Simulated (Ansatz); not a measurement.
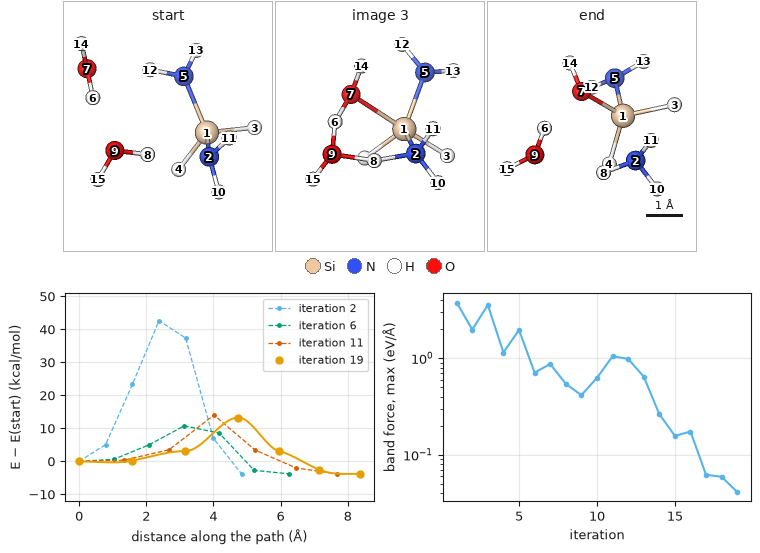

A nudged-elastic-band calculation for SiN$_{2}$H$_{10}$O$_{2}$. Images are numbered from 0 (start) to 6 (end). The plot follows the band through its iterations. The picture is a ball-and-stick view, seen at a tilt.

Level of theory: RKS PBE0-D4/def2-SVP in Ansatz 0.2.0.

The input:
```yaml
crystal:
  periodic: [false, false, false]
  atoms:
    - {symbol: Si, position_ang: [-1.093294, -0.318370, -1.252310]}
    - {symbol: N, position_ang: [-0.023553, -1.570910, -0.659467]}
    - {symbol: H, position_ang: [-1.542415, -0.509213, -2.661108]}
    - {symbol: H, position_ang: [-2.281243, -0.467886, -0.361994]}
    - {symbol: N, position_ang: [-0.249866, 1.150206, -1.217558]}
    - {symbol: H, position_ang: [0.886402, 1.042301, 1.720877]}
    - {symbol: O, position_ang: [0.818025, 1.977188, 1.438400]}
    - {symbol: H, position_ang: [0.557346, -1.070350, 1.037784]}
    - {symbol: O, position_ang: [0.872284, -0.726967, 1.906079]}
    - {symbol: H, position_ang: [-0.445759, -2.481306, -0.527736]}
    - {symbol: H, position_ang: [0.840225, -1.681271, -1.175735]}
    - {symbol: H, position_ang: [0.094229, 1.566876, -0.354463]}
    - {symbol: H, position_ang: [-0.402934, 1.829741, -1.942702]}
    - {symbol: H, position_ang: [1.710537, 2.324190, 1.486914]}
    - {symbol: H, position_ang: [0.260015, -1.064231, 2.563019]}
basis:
  gaussian: {orbitals: def2-SVP}
hamiltonian: {xc: pbe0, dispersion: d4}
neb:
  images: 5
  climbing: true
  max_iterations: 40
  initial_path: idpp
  final_atoms:
    - {symbol: Si, position_ang: [-0.343977, 0.403510, -0.838275]}
    - {symbol: N, position_ang: [0.100198, -1.731735, -0.152658]}
    - {symbol: H, position_ang: [0.078762, -0.205521, -2.127959]}
    - {symbol: H, position_ang: [-1.662994, 0.043736, -0.251033]}
    - {symbol: N, position_ang: [-0.584862, 2.051619, -1.406802]}
    - {symbol: H, position_ang: [0.857545, -0.168001, 1.915516]}
    - {symbol: O, position_ang: [0.842738, 0.700083, 0.325091]}
    - {symbol: H, position_ang: [0.107020, -1.779812, 0.867662]}
    - {symbol: O, position_ang: [0.734383, -0.881051, 2.571263]}
    - {symbol: H, position_ang: [-0.585184, -2.384657, -0.513069]}
    - {symbol: H, position_ang: [1.014551, -2.026009, -0.476456]}
    - {symbol: H, position_ang: [-1.291965, 2.640293, -0.994849]}
    - {symbol: H, position_ang: [-0.516558, 2.233228, -2.395028]}
    - {symbol: H, position_ang: [1.094842, 1.623995, 0.231970]}
    - {symbol: H, position_ang: [0.155503, -0.519680, 3.244624]}
```

Run as
```bash
ansatz run in.yaml --threads 8 --pin off --events-out ev --progress --plain --max-ram 19148MiB
```

> Judge this run.

The run is converged, with reservations. The band converged in 19 iterations. The largest component of the band force went from 3.8 to 0.041 eV/Å. The climbing image converged on the top of the path. Its curvatures weren't checked. The largest force component is 0.36 eV/Å at the start and 0.53 eV/Å at the end; an end with forces this large is no minimum, and the barrier measured from it can be far off. The first iteration put the highest image at 82.3 kcal/mol. The energy climbs by 13.3 kcal/mol to image 3 and then falls by 17.1 kcal/mol, so the end point sits at −3.7 kcal/mol.
